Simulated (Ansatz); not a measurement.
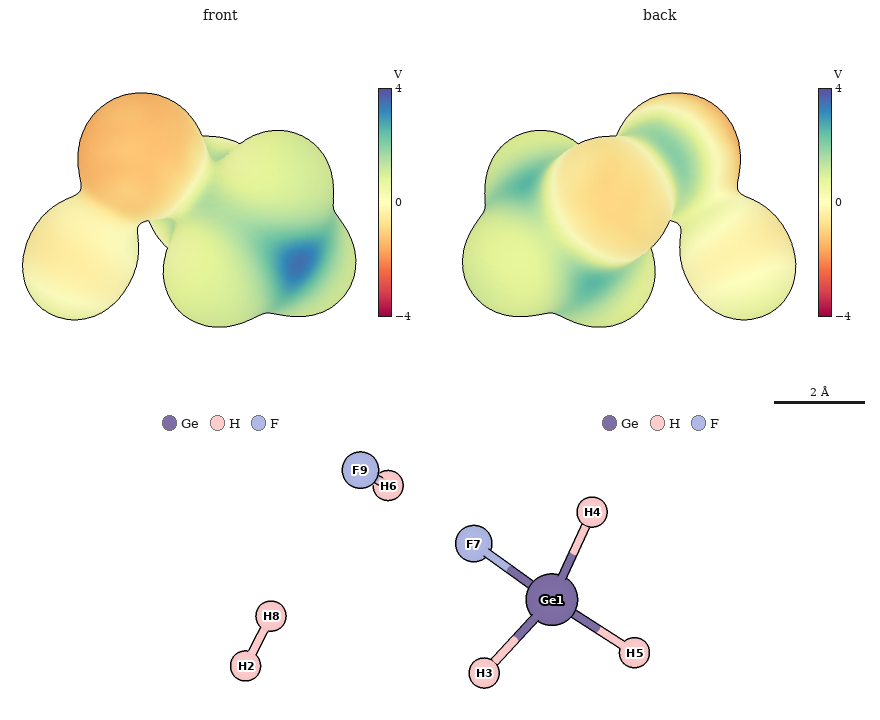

FGeH3···H2···HF. The electrostatic potential painted on the density surface at 0.004 e/bohr³, seen from the front and from behind; the colour scale runs from red (negative) to blue (positive). The bare structure is drawn below in the same view.

All numbers below come from RKS B3LYP-D4/def2-SVP in Ansatz 0.2.0.

Input

```
crystal:
  periodic: [false, false, false]
  atoms:
    - { symbol: Ge, position_ang: [-1.27957, -0.088444, -0.868895] }
    - { symbol: H, position_ang: [1.01099, 1.252859, 0.086857] }
    - { symbol: H, position_ang: [-0.628821, 1.277915, -1.098406] }
    - { symbol: H, position_ang: [-2.662111, 0.025562, -0.206613] }
    - { symbol: H, position_ang: [-1.302611, -0.946114, -2.144433] }
    - { symbol: H, position_ang: [1.503732, -0.942264, 1.477873] }
    - { symbol: F, position_ang: [-0.305748, -1.012401, 0.280786] }
    - { symbol: H, position_ang: [1.461767, 0.985273, 0.554693] }
    - { symbol: F, position_ang: [2.202272, -0.552285, 1.918139] }
basis:
  gaussian: { orbitals: def2-SVP }
hamiltonian:
  xc: b3lyp
  dispersion: d4
relax:
  f_tol: 0.03
  max_steps: 50
output:
  orbitals: {}
```

Command:

```sh
ansatz run input.yaml --threads 2 --pin off --max-ram 3072MiB --backend cpu --events-out ev --progress --plain --runs-dir out
```

The fields are those of the run's last geometry, not of the input's.

Which sites attract a positive test charge, and which a negative one?

Answer. A positive charge is drawn to the negative regions and a negative charge to the positive ones. The most negative region (about −1.5 V) lies over F9, the most positive (about +3.3 V) over Ge1.
